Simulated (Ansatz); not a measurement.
**HNO (nitroxyl): levels of theory compared**

Aim: a comparison of 6 runs (BHLYP/STO-3G, r2SCAN/STO-3G, wB97M-V/STO-3G, wB97X/STO-3G, CCSDT(Q)/STO-3G, FCI/STO-3G) of HNO (nitroxyl). 

The calculation is run with Ansatz 0.2.0.

50 further runs of the same task are left out: 1 that didn't finish, 49 set aside as unsound or not needed.

## (1) The system as given

HNO: 3 atoms, total charge 0, spin state singlet. As SMILES, `N=O`. The H3–N1 distance was set to 2.127 Å, away from the relaxed value. At this shape a bond of the SMILES string is far longer than usual.

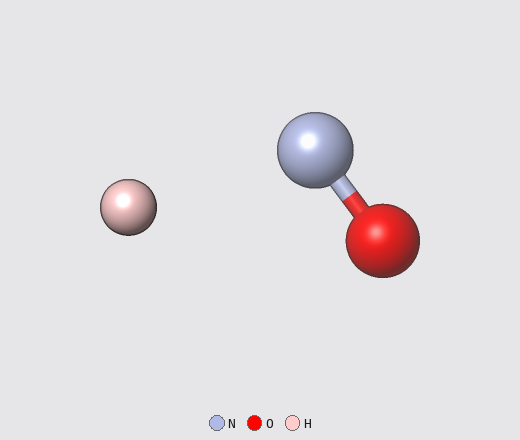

The structure, seen from a chosen angle (nitrogen light blue, oxygen red, hydrogen pink).

## (2) The energy at BHLYP/STO-3G (run 1)

Contents of run.yaml:

```yaml
basis:
  gaussian: {orbitals: STO-3G}
crystal:
  periodic: [false, false, false]
  atoms:
    - {symbol: N, position_ang: [-0.095803, 1.335542, 0.105026]}
    - {symbol: O, position_ang: [0.943197, 1.419952, 0.678686]}
    - {symbol: H, position_ang: [-0.471600, -0.709980, -0.339350]}
hamiltonian: {xc: {name: BHLYP}}
accuracy: high
```

Run with:

```sh
$ ansatz run run.yaml --threads 1 --pin off --max-ram 3480MiB --events-out events.jsonl --progress --plain --runs-dir runs
```

What it wrote:

```text
Warning: RAYON_NUM_THREADS=1 ignored (pool sized by the plan → 1); use --threads N
Functional definition: BHLYP
  name "BHLYP"
  parameter a = 0.5
  exchange = (1 - a)*b88_x + a*exact_x
  correlation = lyp_c
167 factors; integrals over basis functions are off by at most 3.1e-8 eV
mean field evaluation 1: about -3490.4189 eV, gradient 2.0e1 eV
mean field evaluation 2: about -3486.4735 eV, gradient 1.8e1 eV
mean field evaluation 4: about -3494.8014 eV, gradient 1.3e1 eV
mean field evaluation 8: about -3496.1053 eV, gradient 1.8e0 eV
mean field evaluation 16: about -3496.1243 eV, gradient 1.6e-3 eV
mean field -3496.12431569 eV, -128.4801988436 hartree, gradient 2.2e-8 eV, S^2 0.000000; 0 other end points of the search recorded, 0 dependent functions left out
reference -3496.12432883 eV, -128.4801993264 hartree; 8, 8 occupied and 3, 3 virtual orbitals, 167 factors
Total energy: -3496.12432883 eV, -128.4801993264 hartree
```

Run time: 0.34 s. Hardware: 1 thread of AMD EPYC 7R43 (Zen 3), shared host.

## (3) A single-point energy at r2SCAN/STO-3G (run 2)

Contents of job.yaml:

```yaml
crystal:
  periodic: [false, false, false]
  atoms:
    - {symbol: "N", position_ang: [-0.095803, 1.335542, 0.105026]}
    - {symbol: O, position_ang: [0.943197, 1.419952, 0.678686]}
    - {symbol: H, position_ang: [-0.471600, -0.709980, -0.339350]}
basis:
  gaussian:
    orbitals: STO-3G
hamiltonian:
  xc: r2scan
accuracy: high
```

Run with:

```sh
$ ansatz run job.yaml --threads 1 --pin off --max-ram 3480MiB --events-out events.jsonl --progress --plain --runs-dir runs
```

What it wrote:

```text
Warning: RAYON_NUM_THREADS=1 ignored (pool sized by the plan → 1); use --threads N
Functional definition: r2SCAN
  name "r2SCAN"
  parameter k0 = 0.174
  parameter k1 = 0.065
  parameter a1 = 4.9479
  exchange = r2scan_x(k0 = k0, k1 = k1, a1 = a1)
  correlation = r2scan_c
167 factors; integrals over basis functions are off by at most 3.1e-8 eV
mean field evaluation 1: about -3490.2364 eV, gradient 2.7e1 eV
mean field evaluation 2: about -3479.6438 eV, gradient 3.7e1 eV
mean field evaluation 4: about -3492.2159 eV, gradient 2.2e1 eV
mean field evaluation 8: about -3498.0572 eV, gradient 1.6e0 eV
mean field evaluation 16: about -3498.0135 eV, gradient 1.3e-3 eV
mean field -3498.01350818 eV, -128.5496253868 hartree, gradient 5.9e-8 eV, S^2 0.000000; 0 other end points of the search recorded, 0 dependent functions left out
reference -3498.01350841 eV, -128.5496253952 hartree; 8, 8 occupied and 3, 3 virtual orbitals, 167 factors
Total energy: -3498.01350841 eV, -128.5496253952 hartree
```

Run time: 0.81 s. Hardware: 1 thread of AMD EPYC 7R43 (Zen 3), shared host; peak memory 0.12 GiB.

Runs 3 to 4 aren't shown in full; the table further down has their settings and results.

## (4) The energy at CCSDT(Q)/STO-3G (run 5)

Contents of in.yaml:

```yaml
crystal:
  periodic: [false, false, false]
  atoms:
    - symbol: "N"
      position_ang: [-0.095803, 1.335542, 0.105026]
    - symbol: O
      position_ang: [0.943197, 1.419952, 0.678686]
    - symbol: H
      position_ang: [-0.471600, -0.709980, -0.339350]
basis:
  gaussian: {orbitals: STO-3G}
accuracy: high
scf: {omitted_lower_state_checks: [cluster_reference, increment]}
correlation: {method: ccsdt_q, frozen_orbitals: {H: 0, "N": 1, O: 1}}
```

Run with:

```sh
$ ansatz run in.yaml --threads 1 --pin off --max-ram 3480MiB --events-out events.jsonl --progress --plain --runs-dir runs
```

What it wrote:

```text
Warning: RAYON_NUM_THREADS=1 ignored (pool sized by the plan → 1); use --threads N
[... 12 lines left out ...]
2 core orbitals not correlated: weight in the atoms' cores, before any rotation towards them, 1.000 or more for the frozen orbitals, at most 0.000 for the correlated occupied ones
[... 35 lines left out ...]
WARN: these amplitudes may be one of several solutions (largest doubles amplitude 0.65, level shift 9.02 eV)
Total energy: -3487.04923889 eV, -128.1466959222 hartree
Checks for a lower state left out: cluster_reference, increment
```

It took 0.42 s on 1 thread of AMD EPYC 7R43 (Zen 3), shared host.

## (5) A single-point energy at FCI/STO-3G (run 6)

Contents of molecule.yaml:

```yaml
crystal:
  periodic: [false, false, false]
  atoms:
    - {symbol: N, position_ang: [-0.095803, 1.335542, 0.105026]}
    - {symbol: O, position_ang: [0.943197, 1.419952, 0.678686]}
    - {symbol: H, position_ang: [-0.471600, -0.709980, -0.339350]}
basis:
  gaussian:
    orbitals: STO-3G
correlation:
  method: fci
  frozen_orbitals: {H: 0, "N": 1, O: 1}
accuracy: high
```

Run with:

```sh
$ ansatz run molecule.yaml --threads 1 --pin off --max-ram 3480MiB --events-out events.jsonl --progress --plain --runs-dir runs
```

What it wrote, shortened:

```text
Warning: RAYON_NUM_THREADS=1 ignored (pool sized by the plan → 1); use --threads N
Functional definition: HF
  name "HF"
[...]
167 factors; integrals over basis functions are off by at most 3.1e-8 eV
[...]
mean field -3479.05068013 eV, -127.8527543094 hartree, gradient 2.9e-8 eV, S^2 0.000000; 0 other end points of the search recorded, 0 dependent functions left out; unrestricted orbitals would lower it
[...]
unrestricted determinant -3483.25212634 eV, -128.0071546101 hartree, S^2 1.3365
2 core orbitals not correlated: weight in the atoms' cores, before any rotation towards them, 1.000 or more for the frozen orbitals, at most 0.000 for the correlated occupied ones
reference -3479.05068013 eV, -127.8527543094 hartree; 6, 6 occupied and 3, 3 virtual orbitals, 167 factors
state -3487.05945736 eV, -128.1470714442 hartree
Total energy: -3487.05945736 eV, -128.1470714442 hartree
```

Wall time 0.3 s (1 thread of AMD EPYC 7R43 (Zen 3), shared host).

## (6) The series

| run | level | frozen core orbitals | energy (Eh) | wall time |
| --- | --- | --- | --- | --- |
| 1 | BHLYP/STO-3G | – | -128.480199 | 0.34 s |
| 2 | r2SCAN/STO-3G | – | -128.549625 | 0.81 s |
| 3 | wB97M-V/STO-3G | – | -128.566808 | 3.6 s |
| 4 | wB97X/STO-3G | – | -128.544430 | 1.4 s |
| 5 | CCSDT(Q)/STO-3G | 2 | -128.146696 | 0.42 s |
| 6 | FCI/STO-3G | 2 | -128.147071 | 0.3 s |

## (7) What came out

| quantity | value |
| --- | --- |
| run 6: total energy | -128.14707 Eh |
| run 6: correlation energy (2 core orbitals frozen) | -294.3 mEh |

What this shows: Against full CI in this basis: CCSDT(Q) +0.4 mEh. Totals of different functionals can't be ranked against each other. In run 5 the log says that unrestricted orbitals would lower the reference, so the values rest on an unstable closed-shell determinant (other closed-shell runs at this shape may share the fault). In runs 1, 2, 3, 4, 5, 6 the basis is minimal, so the values are rough. In runs 1, 2, 3, 4 a closed-shell determinant meets a far-stretched bond, which it describes badly. All runs together took 6.9 s, the longest 3.6 s.
